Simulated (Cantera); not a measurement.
Input: 1 mol SiH₄, 0.28 mol H₂O, 6.5 mol H₂, equilibrated at 7.80 Pa.

Cantera equilibrium calculation (NASA polynomials, part measured and part estimated; ideal gas, pure solids and liquids). Candidate condensed phases: H₂O, Si, SiO₂; 18 gas species. Gases not in the tables: Si₂H₆ and higher silanes. Equilibrium is a limit: real reactors are often held back by kinetics, nucleation or transport.

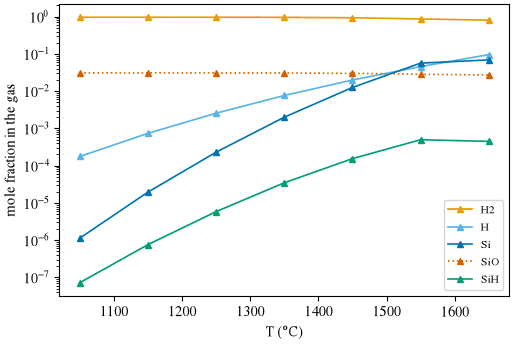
Figure: Equilibrium gas composition (values under 1e-9 drawn at 1e-9)

Question: Read off the mole fractions at 1050 °C.

Answer: H₂ about 0.97, SiO about 0.031, H about 0.00018, Si about 1.1e-6, SiH about 7.3e-8.
